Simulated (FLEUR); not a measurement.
# MnPt3: exchange couplings by hand from total energies

Can a spin model with one coupling foretell the energy of a further order of MnPt3?

Calculated with FLEUR MaX-R8.1; PBEsol; all-electron FLAPW, Dirac cores, scalar-relativistic bands.

### Step 1. Starting point

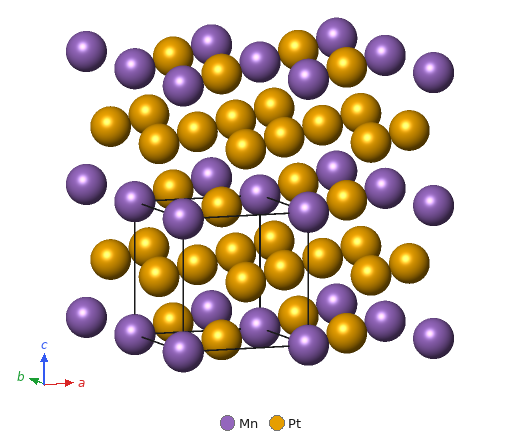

Start, viewed slightly off an axis; manganese purple, platinum orange. 2×2×2 cells are drawn. Some periodic images of atoms are drawn too.

Coordinates:

```xyz
4
Lattice="3.9000 0.0000 0.0000 0.0000 3.9000 0.0000 0.0000 0.0000 3.9000" Properties=species:S:1:pos:R:3 pbc="T T T"
Mn    0.0000    0.0000    0.0000
Pt    0.0000    1.9500    1.9500
Pt    1.9500    0.0000    1.9500
Pt    1.9500    1.9500    0.0000
```

### Step 2. The parallel order

All energies count from this run.

inpgen writes inp.xml from crystal.txt; cutoffs, mixing, functional, smearing and local orbitals are then set in the file. The k list default-1 (kpts.xml, not shown) is a Γ-centred 8×8×8 mesh; where the ranks do not divide the number of points, some are split in two of half the weight.

Input file inp.xml:

```
<?xml version="1.0" encoding="UTF-8" standalone="no"?>
<fleurInput fleurInputVersion="0.39">
   <comment>
      MnPt3
   </comment>
   <calculationSetup>
      <cutoffs Kmax="3.6" Gmax="10.8" GmaxXC="10.8" numbands="0"/>
      <scfLoop itmax="90" minDistance="0.00002" maxIterBroyd="15" imix="Anderson" alpha="0.05" precondParam="0.0" spinf="2.0" sdNocoIR="T"/>
      <coreElectrons ctail="T" frcor="F" kcrel="0" coretail_lmax="0"/>
      <xcFunctional name="PBEs" relativisticCorrections="F"/>
      <magnetism jspins="2"/>
      <soc l_soc="F" theta="0.0" phi="0.0" spav="F"/>
      <expertModes spex="0" secvar="F"/>
      <geometryOptimization l_f="F" forcealpha="1.0" forcemix="BFGS" epsdisp="0.00001" epsforce="0.00001"/>
      <ldaU l_linMix="F" mixParam="0.05" spinf="1.0"/>
   </calculationSetup>
   <cell>
      <bzIntegration valenceElectrons="63.0" mode="hist" fermiSmearingEnergy="0.00183747">
         <kPointListSelection listName="default-1"/>
         <xi:include xmlns:xi="http://www.w3.org/2001/XInclude" href="kpts.xml"> </xi:include>
      </bzIntegration>
      <xi:include xmlns:xi="http://www.w3.org/2001/XInclude" href="sym.xml"> </xi:include>
      <bulkLattice scale="1.0">
         <bravaisMatrix>
            <row-1>    7.3699318859399998     0.0000000000000000     0.0000000000000000</row-1>
            <row-2>    0.0000000000000000     7.3699318859399998     0.0000000000000000</row-2>
            <row-3>    0.0000000000000000     0.0000000000000000     7.3699318859399998</row-3>
         </bravaisMatrix>
      </bulkLattice>
   </cell>
   <atomSpecies>
      <species name="Manganese 3.500" element="Mn" atomicNumber="25">
         <mtSphere radius="2.54" gridPoints="839" logIncrement="0.015"/>
         <atomicCutoffs lmax="10" lnonsphr="8"/>
         <electronConfig flipSpins="F">
            <coreConfig>(1s1/2) (2s1/2) (2p1/2) (2p3/2)</coreConfig>
            <valenceConfig>(3s1/2) (3p1/2) (3p3/2) (4s1/2) (3d3/2) (3d5/2)</valenceConfig>
            <stateOccupation state="(3d3/2)" spinUp="1.25" spinDown="0.75"/>
            <stateOccupation state="(3d5/2)" spinUp="3.0" spinDown="0.0"/>
         </electronConfig>
         <energyParameters s="4" p="4" d="3" f="4"/>
         <lo type="SCLO" l="0" n="3" eDeriv="0"/>
         <lo type="SCLO" l="1" n="3" eDeriv="0"/>
      </species>
      <species name="Platinum (Pt)" element="Pt" atomicNumber="78">
         <mtSphere radius="2.54" gridPoints="839" logIncrement="0.016"/>
         <atomicCutoffs lmax="10" lnonsphr="8"/>
         <electronConfig flipSpins="F">
            <coreConfig>(1s1/2) (2s1/2) (2p1/2) (2p3/2) (3s1/2) (3p1/2) (3p3/2) (4s1/2) (3d3/2) (3d5/2) (4p1/2) (4p3/2) (5s1/2) (4d3/2) (4d5/2) (4f5/2) (4f7/2)</coreConfig>
            <valenceConfig>(5p1/2) (5p3/2) (6s1/2) (5d3/2) (5d5/2)</valenceConfig>
            <stateOccupation state="(6s1/2)" spinUp="0.500000" spinDown="0.500000"/>
            <stateOccupation state="(5d3/2)" spinUp="1.800000" spinDown="1.800000"/>
            <stateOccupation state="(5d5/2)" spinUp="2.700000" spinDown="2.700000"/>
         </electronConfig>
         <energyParameters s="6" p="6" d="5" f="5"/>
         <lo type="SCLO" l="1" n="5" eDeriv="0"/>
      </species>
   </atomSpecies>
   <atomGroups>
      <atomGroup species="Manganese 3.500">
         <relPos label="                   1">.0000000000 .0000000000 .0000000000</relPos>
         <force calculate="T" relaxXYZ="TTT"/>
      </atomGroup>
      <atomGroup species="Platinum (Pt)">
         <relPos label="                   2">.0000000000 1.000/2.000 1.000/2.000</relPos>
         <relPos label="                   3">1.000/2.000 .0000000000 1.000/2.000</relPos>
         <relPos label="                   4">1.000/2.000 1.000/2.000 .0000000000</relPos>
         <force calculate="T" relaxXYZ="TTT"/>
      </atomGroup>
   </atomGroups>
   <output dos="F" band="F" slice="F">
      <bandDOS minEnergy="-.5*Htr" maxEnergy="0.5*Htr" sigma="0.015" storeEVData="T"/>
      <plotting iplot="0" polar="F">
         <plot TwoD="T" vec1="  1.0  0.0  0.0" vec2="  0.0  1.0  0.0" vec3="  0.0  0.0  1.0" zero="  0.0  0.0  0.0" file="plot"/>
      </plotting>
      <moessbauerParams electricFieldGradient="F" isomerShift="F" coreHyperfine="F" valenceHyperfine="F"/>
   </output>
</fleurInput>
```

Input file crystal.txt:

```
MnPt3
&input film=F cartesian=F /
3.90000000000  0.00000000000  0.00000000000
0.00000000000  3.90000000000  0.00000000000
0.00000000000  0.00000000000  3.90000000000
1.8897261246
1.0 1.0 1.0

4
25 0.00000000000  0.00000000000  0.00000000000 : 3.500
78 0.00000000000  0.50000000000  0.50000000000
78 0.50000000000  0.00000000000  0.50000000000
78 0.50000000000  0.50000000000  0.00000000000

&kpt div1=8 div2=8 div3=8 gamma=T /
```

On the command line:

```console
$ OMP_NUM_THREADS=1 inpgen -f crystal.txt > inpgen.log  # inp.xml is then edited as shown
$ OMP_NUM_THREADS=1 mpirun -n 4 fleur_MPI > fleur.log
```

Output:

```text
Welcome to FLEUR        (www.flapw.de)
      MaX-Release 8.1          (www.max-centre.eu)

 ========== k-point set info ==========
 Selected k-point list: default-1
 k-point list type: mesh
 0 x 0 x 0
 Number of k points: 36

 [... set-up left out ...]
 Iteration:     1   Distance:      31.18361355 me/bohr^3
 Iteration:     2   Distance:      16.27422670 me/bohr^3
 Iteration:     3   Distance:      13.60401914 me/bohr^3
 Iteration:     4   Distance:       9.32279757 me/bohr^3
 Iteration:     5   Distance:       5.48737629 me/bohr^3
[...]
<sumOfEigenvalues value="   -34638.0495636529">
               <coreElectrons value="-34610.0112586615"/>
               <valenceElectrons value="-28.0383049913"/>
            </sumOfEigenvalues>
         [... left out ...]
            <freeEnergy value="-56482.3464310570"/>
            <extrapolationTo0K value="-56482.3460460409"/>
         </totalEnergy>
         <densityConvergence units="me/bohr^3">
            <chargeDensity spin="1" distance="0.0000026547"/>
            <chargeDensity spin="2" distance="0.0000109025"/>
            <overallChargeDensity distance="0.0000103935"/>
            <spinDensity distance="0.0000119916"/>
         </densityConvergence>
      </iteration>
```

Wall time 48 s (4 MPI ranks of Arm Neoverse V1, shared host); peak memory 0.25 GiB; 3.2 min of CPU time.

Spin moment in the muffin-tin sphere by atom:

```csv
atom,spin moment in the muffin-tin sphere (μB)
Mn1,3.80
Pt2,0.14
Pt3,0.14
Pt4,0.14
```

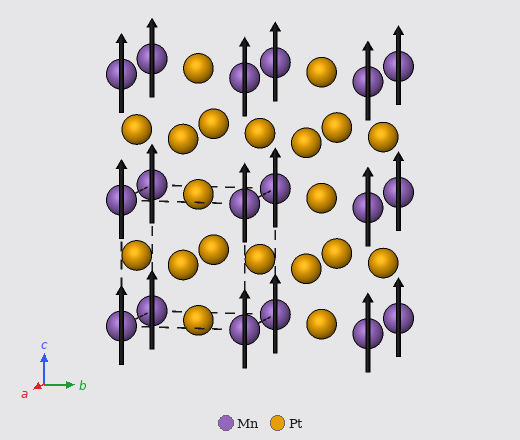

Spin moment in the muffin-tin sphere as arrows, the longest 3.80 μB. Up and down stand for the sign. Arrows give size and sign along the axis of quantisation, drawn up and down the page. 1×2×2 cells are drawn. Some periodic images of atoms are drawn too.

Numbers from this step:

```yaml
free_energy: -1536962.9448 eV
program_s_band_gap_on_this_mesh_in_a_metal_only_a_level_spacing: 0 eV
magnetization: 4.193 μB
final_state: ferromagnetic
```

After 25 cycles the largest moment stands at 3.80 μB.

### Step 3. The orders used for the fit

The other orders were run with the same settings, on meshes that hold the same points. Free energies are divided by the number of Mn atoms; q is in fractions of the reciprocal vectors of the first run's cell.

```csv
order,atoms,mesh,free energy (eV),eV per Mn,largest moment (μB)
F +,4,8×8×8,-1536962.9448,-1536962.9448,3.80
"AF q=(0,1/2,1/2) +-",8,8×4×8,-3073925.8382,-1536962.9191,3.77
```

### Step 4. Counting neighbours

With E = −Σ J e_i·e_j over ordered pairs of unit vectors, turning a neighbour from parallel to opposed costs 2J a Mn atom. So an order lies 2 Σ n J over the parallel one, n being the opposed neighbours in each shell.

```csv
shell,distance (Å),neighbours,"opposed in AF q=(0,1/2,1/2) +-","opposed in AF q=(0,0,1/2) +-"
J1,3.90,6,4,2
J2,5.52,12,8,8
```

Only J1 is kept.

### Step 5. Solving

```
2 × 4 × J1 = +25.7 meV    (AF q=(0,1/2,1/2) +-)
J1 = +3.21 meV
```

### Step 6. The test

The couplings now give the orders that were left out:

```
2 × 2 × (+3.21) = +12.8 meV    (AF q=(0,0,1/2) +-)
```

The runs themselves:

```csv
order,atoms,mesh,free energy (eV),eV per Mn,largest moment (μB),over the parallel order (meV),foretold (meV)
"AF q=(0,0,1/2) +-",8,8×8×4,-3073925.8142,-1536962.9071,3.77,+37.7,+12.8
```

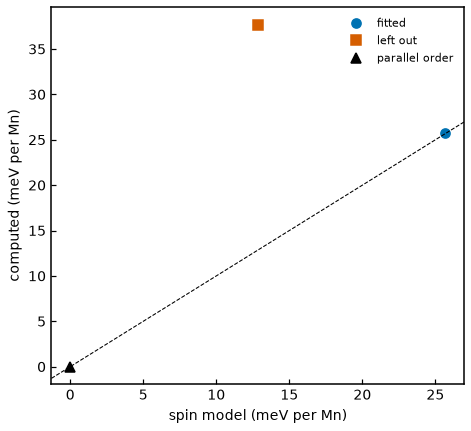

Computed energies of the orders against the model; the dashed line marks agreement.

### Step 7. One more shell

One try is to add the next shell, though changing moments can also cause the miss. Both differences then fix both couplings, and no order is left for a test.

```
2 × 4 × J1 + 2 × 8 × J2 = +25.7 meV    (AF q=(0,1/2,1/2) +-)
2 × 2 × J1 + 2 × 8 × J2 = +37.7 meV    (AF q=(0,0,1/2) +-)
J1 = -3.00 meV
J2 = +3.11 meV
```

### Step 8. Outcome

```yaml
effective_coupling_of_the_reversed_pairs_counted_on_j1_mn_mn_at_3p90_a: 3.21 meV
largest_miss_on_the_orders_left_out: 25 meV
j1_with_two_shells: -3 meV
j2_with_two_shells: 3.11 meV
```

The model misses the order left out by 25 meV, 66 % of the largest distance from the parallel order, so it fails: these couplings alone don't describe the crystal. With the next shell added the couplings are J1 = -3.00 and J2 = +3.11 meV, untested. The largest moments of the orders differ by 0.80 % of the greatest. One difference fixes one number: it sums all reversed shells and need not be the coupling of the nearest one, even in sign.

[Logs and program files are shortened in this print: banners, set-up blocks, solver, clock and traceback lines can be left out without a mark of their own.]

[Logs are printed without paths, hosts, clocks, repeated set-up lines and the standing remarks that a program may print on its own settings, such as how far it seeks lower states.]

[Hosts, paths, dates, database ids (printed as entryN), source tags and the programs' standing remarks are cut or masked in the printed files.]

[Where a cell is said to come from a database of computed structures, the database is the Materials Project.]
